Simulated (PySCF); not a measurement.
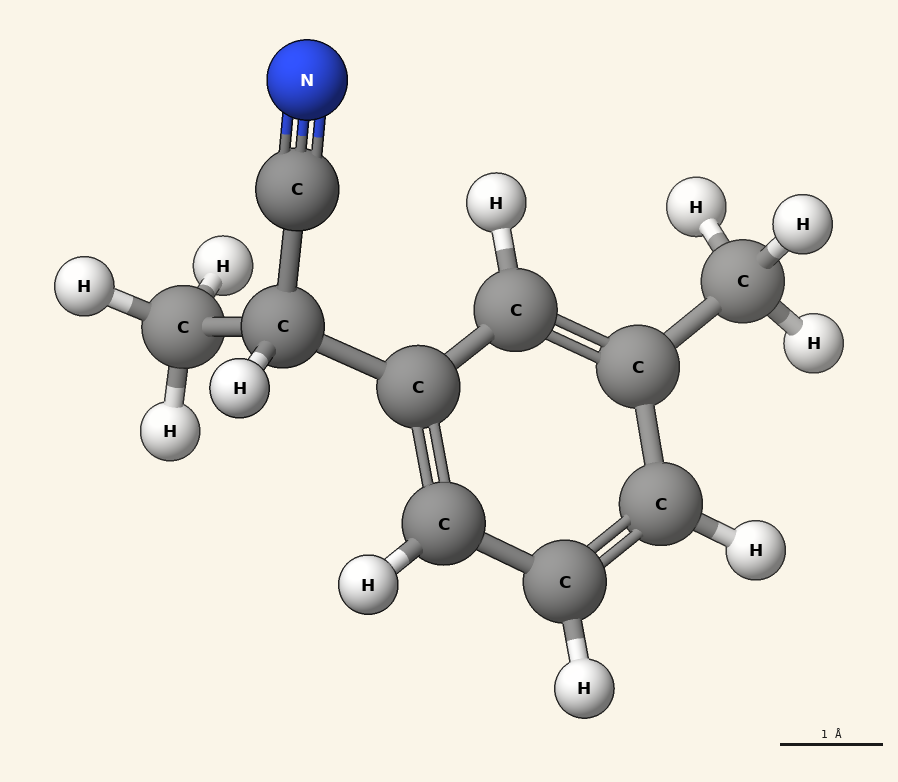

Ball-and-stick drawing of a structure. Multiple sticks mark multiple bonds (one Kekulé form).

Computed geometry: PBE0-D3(BJ)/def2-SVP optimisation. No frequency run is at hand to confirm it as a minimum.

Identify the structure.

Formula C10H11N. Its SMILES string is `Cc1cccc([C@H](C)C#N)c1`. Independent rings (smallest set): 1 of 6 members, 1 of them aromatic. Among its groups: nitrile. The point group is C1. Coordination: 3 C tetrahedral; 6 C trigonal planar; 1 C linear.

More results for the same structure follow; atom numbers are the same in all pictures, views and colours differ.

## Geometry

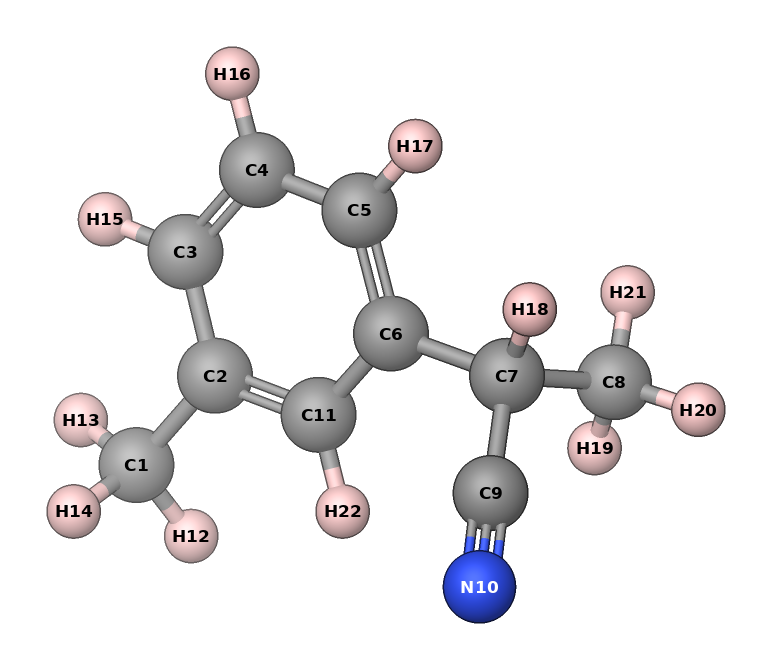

Atoms fade into the background with distance from the viewer. No frequency run is at hand to confirm it as a minimum.

Find the stereocentres and stereogenic double bonds.

Centres: C7.

Assign CIP descriptors.

C7: S (priorities C9 > C6 > C8 > H18).

## Excitation

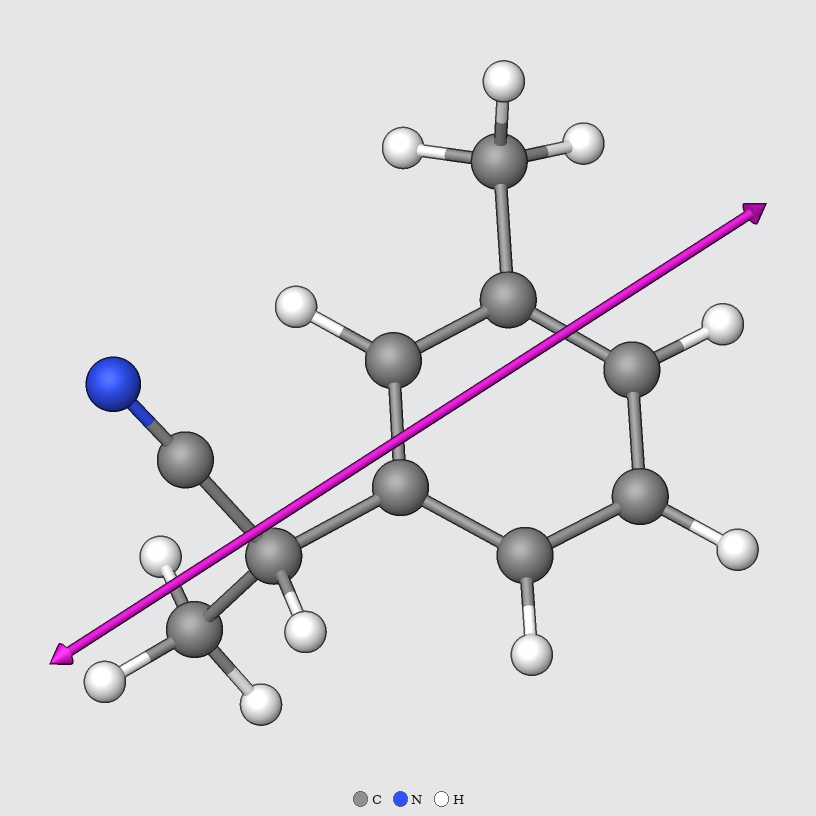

The double arrow shows the direction of the transition dipole to excited singlet state 4 (its length means nothing). No frequency run is at hand to confirm it as a minimum. Method: TDDFT B3LYP/def2-SVPD, vertical, gas phase, core orbitals frozen in the response (PySCF 2.14.0).

Where does the transition lie, and how strong is it?

6.53 eV (190 nm), oscillator strength 0.27, mainly HOMO−1 → LUMO+2 (weight 0.58); transition dipole 3.31 D.

## NMR shielding

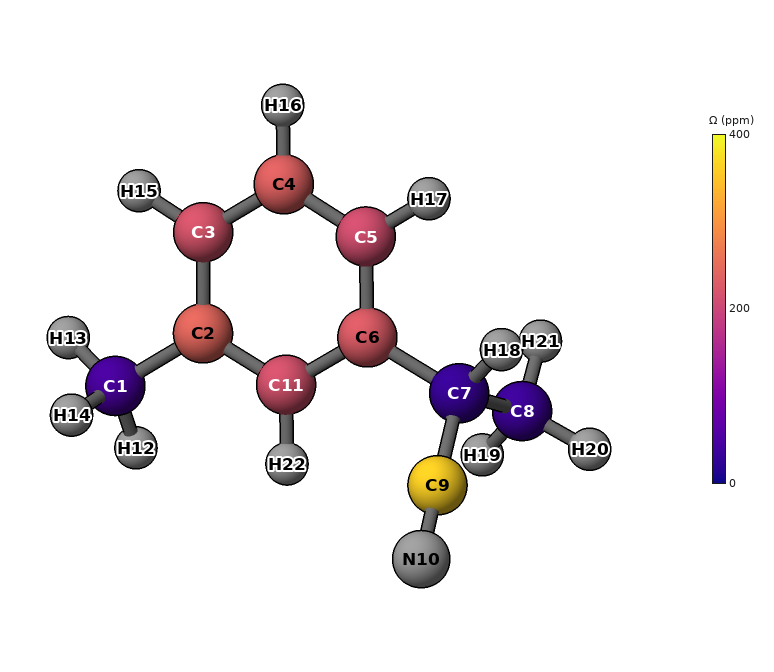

The C atoms are coloured by the span of their shielding tensor. No frequency run is at hand to confirm it as a minimum. Method: GIAO mPW1PW91/pcSseg-2 NMR shielding, non-relativistic, gas phase (PySCF 2.14.0). Principal shieldings σ11 ≤ σ22 ≤ σ33, span Ω = σ33 − σ11, skew κ = 3(σiso − σ22)/Ω.

Which C atom has the most anisotropic shielding?

C9, with a span of 361 ppm.

Give the shielding tensors of the C atoms.

```
atom    σ11    σ22    σ33   σiso      Ω     κ
  C1  137.8  154.8  186.4  159.7   48.6  0.30
  C2  −74.1   −0.7  172.0   32.4  246.0  0.40
  C3  −62.3   38.5  158.9   45.0  221.2  0.09
  C4  −67.6   32.2  170.2   44.9  237.9  0.16
  C5  −53.9   43.9  159.7   49.9  213.6  0.08
  C6  −67.7    3.8  163.5   33.2  231.2  0.38
  C7  130.7  147.2  164.0  147.3   33.3  0.01
  C8  142.2  146.8  180.5  156.5   38.3  0.76
  C9  −68.8  −64.0  292.4   53.2  361.2  0.97
 C11  −58.3   34.5  160.0   45.4  218.3  0.15
```

Shieldings and span in ppm.

## Charges

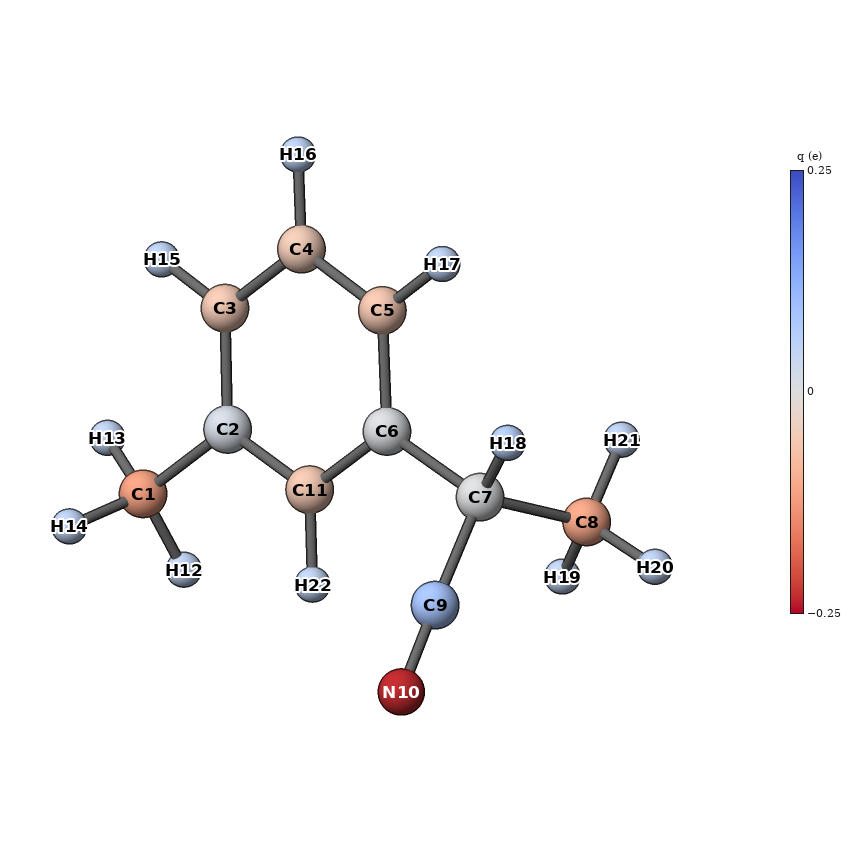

Atoms are coloured by their Hirshfeld charges. No frequency run is at hand to confirm it as a minimum. Level of theory: PBE0/pcSseg-1, gas phase (PySCF 2.14.0).

Which atom carries the highest charge (most positive or least negative)?

C9 (0.09 e).

And the lowest?

N10 (−0.23 e).

List the Hirshfeld charges.

| atom | value (e) |
| --- | --- |
| C1 | −0.11 |
| C2 | 0.01 |
| C3 | −0.05 |
| C4 | −0.05 |
| C5 | −0.06 |
| C6 | 0.01 |
| C7 | 0.00 |
| C8 | −0.10 |
| C9 | 0.09 |
| N10 | −0.23 |
| C11 | −0.05 |
| H12 | 0.05 |
| H13 | 0.05 |
| H14 | 0.05 |
| H15 | 0.05 |
| H16 | 0.05 |
| H17 | 0.05 |
| H18 | 0.06 |
| H19 | 0.05 |
| H20 | 0.05 |
| H21 | 0.05 |
| H22 | 0.05 |
